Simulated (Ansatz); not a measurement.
**C$_{2}$H$_{9}$AlN (SMILES [CH3][Al]([CH3])[NH3+]) (charge +1): density, localisation and related maps**

Input

```
crystal:
  periodic: [false, false, false]
  atoms:
    - symbol: C
      position_ang: [-0.446399, 2.397533, -1.574849]
    - symbol: C
      position_ang: [0.161992, -0.524475, 0.514115]
    - symbol: Al
      position_ang: [0.000665, 1.300794, -0.062146]
    - symbol: N
      position_ang: [0.480040, 2.517071, 1.487867]
    - symbol: H
      position_ang: [-0.656734, 1.778884, -2.461528]
    - symbol: H
      position_ang: [-1.343502, 3.012028, -1.385370]
    - symbol: H
      position_ang: [0.367768, 3.092250, -1.842986]
    - symbol: H
      position_ang: [-0.536587, -0.758833, 1.335770]
    - symbol: H
      position_ang: [1.177266, -0.755367, 0.879536]
    - symbol: H
      position_ang: [-0.057161, -1.221140, -0.310180]
    - symbol: H
      position_ang: [-0.146253, 3.326420, 1.570896]
    - symbol: H
      position_ang: [0.472617, 2.044473, 2.398661]
    - symbol: H
      position_ang: [1.421066, 2.917811, 1.389452]
basis:
  gaussian:
    orbitals: def2-TZVPD
total_charge: 1
hamiltonian:
  xc: pbe0
output: {forces: true, orbitals: {seedname: orbitals}}
```

Command:

```sh
ansatz run input.yaml --threads 2 --pin off --max-ram 4350MiB --events-out events.jsonl --progress --plain --runs-dir runs
```

Geometry: PBE0-D3(BJ)/def2-SVP.

Computed with isolated molecule in a Gaussian basis; Kohn-Sham density functional theory, functional PBE0 in Ansatz.

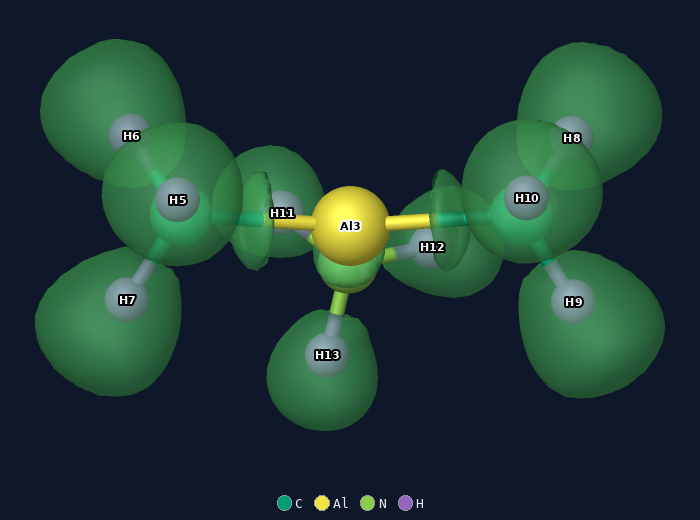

Figure 1. Isosurface of the electron localisation function at 0.9 (green), seen from one side. Only the valence region is drawn (cores and ρ < 0.01 e/Å³ removed).

Q: Describe the localisation domains.

A: The surface consists of two regions between bonded Al–C atoms (shared pairs), nine regions around hydrogen nuclei and one lobe of the valence shell of N pointing towards Al. Along the contacts the grid gives the following. C–Al (1.92 Å): the ELF peaks at about 0.95 between the atoms, as expected for a polar covalent bond. Al–N (2.03 Å): the ELF peaks at about 0.95 in the valence shell of N, 0.7 Å from its nucleus, and is about 0.80 at the midpoint.

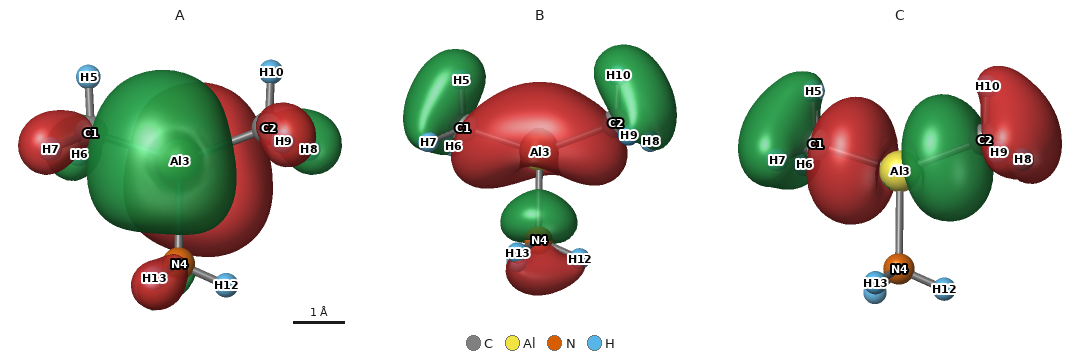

Figure 2. Three frontier orbitals at ±0.08 Å⁻³ᐟ² (green and red are the two phases), in no order.

Q: Which picture is the HOMO−1, the HOMO and the LUMO?

A: B is the HOMO−1 (−14.07 eV). Its weight (Hirshfeld) is mainly on Al3 (about 25 %), C1 (about 20 %), C2 (about 20 %) and N4 (about 10 %). C is the HOMO (−12.69 eV). Its weight (Hirshfeld) is mainly on C1 (about 30 %), C2 (about 30 %) and Al3 (about 20 %). A is the LUMO (−5.42 eV). By Hirshfeld shares it lies mainly on Al3 (about 65 %), C2 (about 5 %) and C1 (about 5 %).

Q: What is the HOMO–LUMO gap?

A: 7.27 eV between the orbital energies.

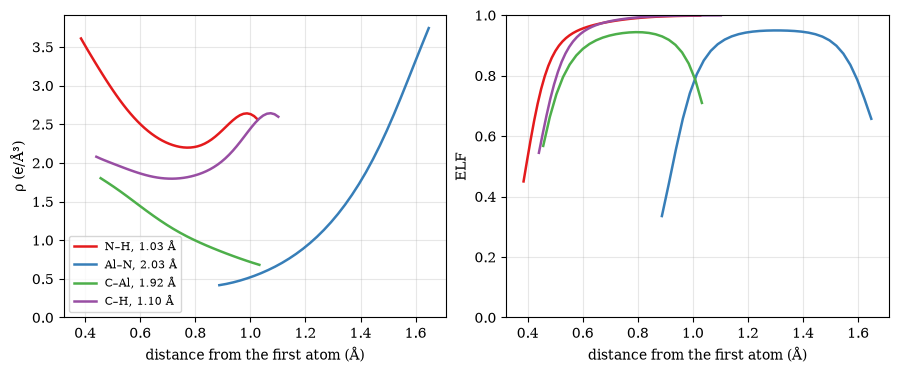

Figure 3. Electron density and electron localisation function along straight lines between neighbouring atoms. The curves leave out the atomic cores.

Q: What can be read from the curves?

A: N–H (1.03 Å): the density is about 2.9 e/Å³ at the midpoint; the ELF climbs to about 1 towards the hydrogen, as it does in any bond to H (an ordinary covalent bond to hydrogen).
Al–N (2.03 Å): ρ at the midpoint is about 0.54 e/Å³; the ELF peaks at about 0.95 in the valence shell of N, 0.7 Å from its nucleus, and is about 0.80 at the midpoint.
C–Al (1.92 Å): ρ is about 0.77 e/Å³ halfway; the ELF peaks at about 0.95 between the atoms: a shared but strongly polarised pair.
C–H (1.10 Å): ρ is about 1.9 e/Å³ halfway; the ELF climbs to about 1 towards the hydrogen: a covalent bond by its length.
